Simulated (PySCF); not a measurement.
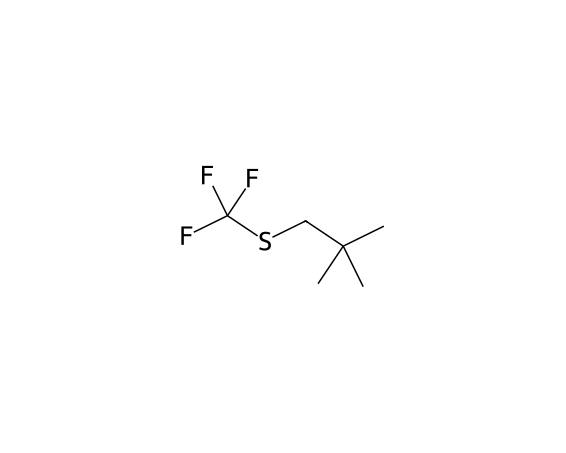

Skeletal drawing of a molecule.

Write the SMILES.

CC(C)(C)CSC(F)(F)F

What is the molecular formula?

C6H11F3S.

More results for the same structure follow; atom numbers are the same in all pictures, views and colours differ. The computed structure is the end point of a PBE0-D3(BJ)/def2-SVP optimisation. No frequency run is at hand to confirm it as a minimum.

### Shape

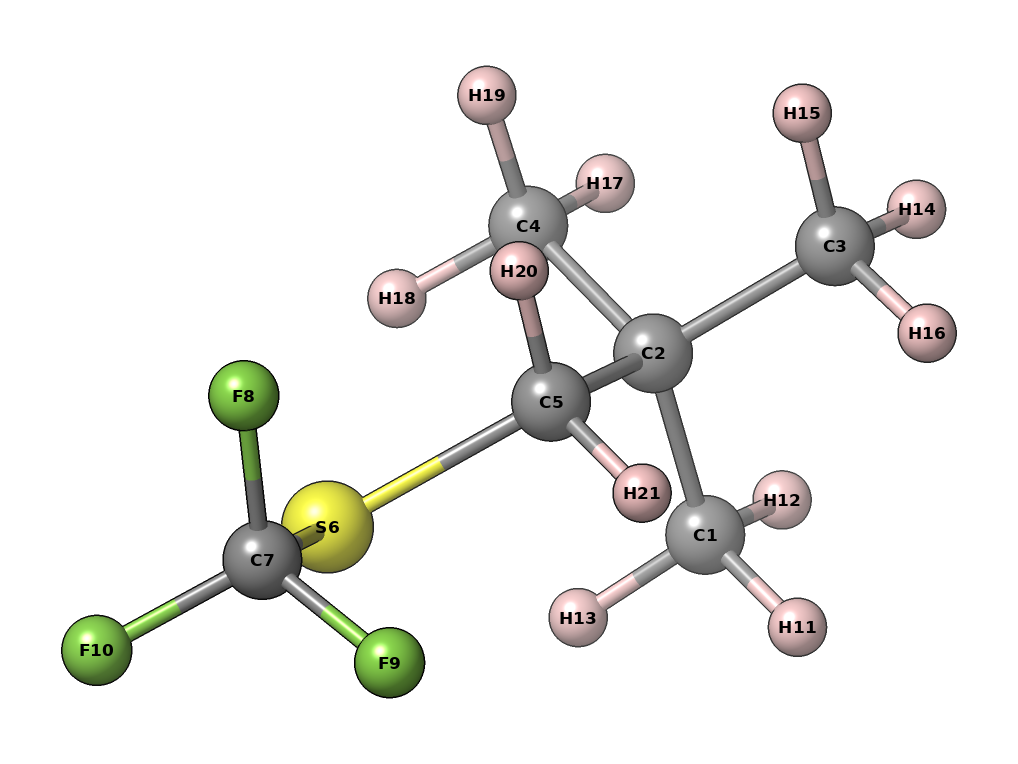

S6 lies behind C7. The molecule seen a little off the C7–S6 bond, C7 in front. Atoms fade into the background with distance from the viewer. No frequency run is at hand to confirm it as a minimum.

What is the torsion angle F8–C7–S6–C5? The sign is positive where the front bond must turn clockwise to cover the back bond.

60°, synclinal (gauche).

### NMR shielding

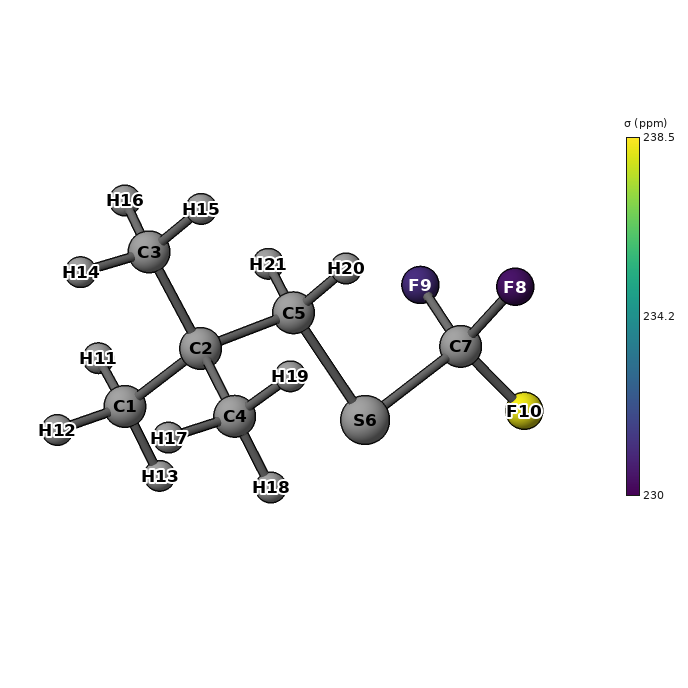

Atoms are coloured by their isotropic NMR shieldings (F only, the others grey). No frequency run is at hand to confirm it as a minimum. Properties computed with GIAO PBE0/pcSseg-1 NMR shielding, non-relativistic, IEF-PCM chloroform (PySCF 2.14.0).

List the isotropic NMR shieldings of the F atoms.

```csv
atom,σ (ppm)
F8,230.5
F9,231.1
F10,238.2
```

### Electronic properties

No frequency run is at hand to confirm it as a minimum. Method: PBE0/pcSseg-1 in chloroform (IEF-PCM) (PySCF 2.14.0).

What does the calculation give?

- dipole moment: 3.15 D
- HOMO energy (Kohn–Sham orbital): −7.36 eV
- LUMO energy (Kohn–Sham orbital): 0.29 eV
- HOMO–LUMO gap: 7.65 eV

### Charges

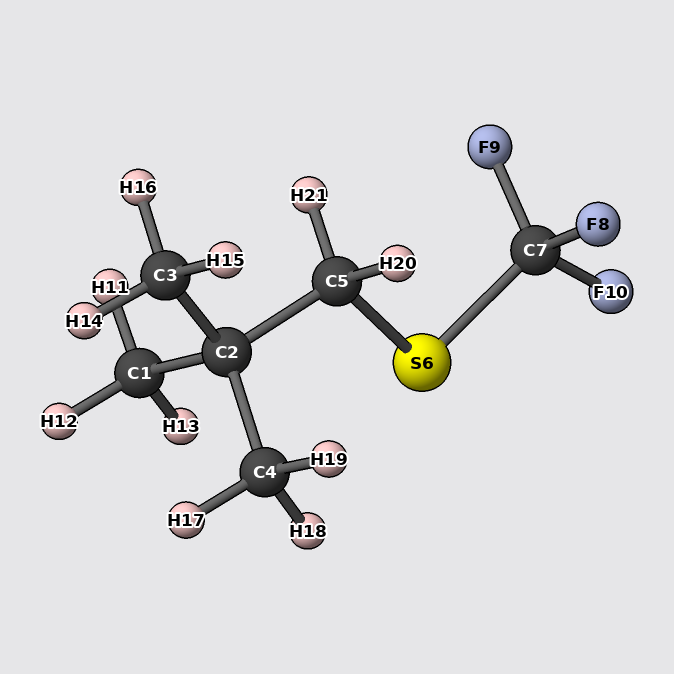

The questions are on Mulliken charges. No frequency run is at hand to confirm it as a minimum. Level of theory: PBE0/pcSseg-1 in chloroform (IEF-PCM) (PySCF 2.14.0).

Which atom carries the highest charge (most positive or least negative)?

C7 (0.69 e).

And the lowest?

C2 (−0.63 e).

List the Mulliken charges.

| atom | value (e) |
| --- | --- |
| C1 | −0.17 |
| C2 | −0.63 |
| C3 | −0.17 |
| C4 | −0.17 |
| C5 | −0.25 |
| S6 | 0.00 |
| C7 | 0.69 |
| F8 | −0.26 |
| F9 | −0.26 |
| F10 | −0.25 |
| H11 | 0.12 |
| H12 | 0.12 |
| H13 | 0.12 |
| H14 | 0.13 |
| H15 | 0.12 |
| H16 | 0.12 |
| H17 | 0.12 |
| H18 | 0.13 |
| H19 | 0.12 |
| H20 | 0.18 |
| H21 | 0.18 |

Mulliken values depend strongly on the basis set and can even reverse the polarity of a bond.
